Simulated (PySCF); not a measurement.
SMILES F[SiH2]S at its CAM-B3LYP/def2-SVP optimised geometry (Å):

```
6

F      1.2046    -0.7392     0.0000
Si    -0.4151    -0.7392     0.0000
S     -1.2046     1.2341     0.0000
H     -0.8358    -1.4819    -1.2101
H     -0.8826    -1.3643     1.2566
H     -0.9059     1.4819    -1.2929
```

Computed with CAM-B3LYP/def2-TZVP (PySCF). Cells within 0.4 Å of a nucleus heavier than hydrogen are left out (blank, or x).

Map of the electron localisation function on the plane z = 0.0 Å:

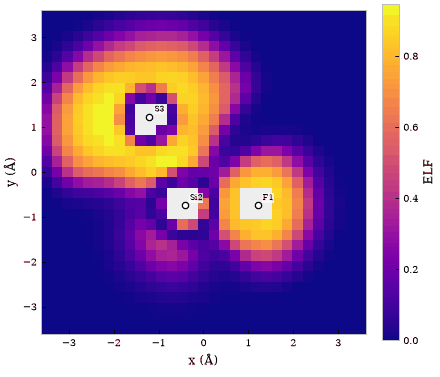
Figure: Electron localisation function on the plane z = 0.0 Å.
